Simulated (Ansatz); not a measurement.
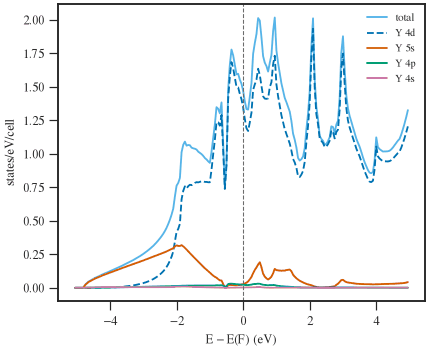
Figure: Total and projected density of states of Y (fcc (Cu type), Fm-3m), PBEsol (plane waves, PAW; program Ansatz)

Q: Which orbitals carry the states next to the Fermi level?

A: Within 0.5 eV of the Fermi level: Y 4d 89 %, outside the projected shells 5 %. Projections are on Löwdin-orthogonalised atomic valence shells; empty p or d shells of many metals are not among them.

Q: Where is the tallest occupied peak in this window, and what makes it?

A: Near -0.3 eV, about 1.8 states/eV per cell; the largest projected share is Y 4d.

The workflow started from an entry of the Crystallography Open Database (COD), which files this formula under 2 space groups. It is not the phase usual at ambient conditions (space group No. 194). The PBEsol relaxation kept the symmetry of its start; its stability against distortions is not shown here. No spin polarisation was allowed. Spin–orbit coupling is left out wherever it is not named.

Potentials: the later of the program's two PAW sets.
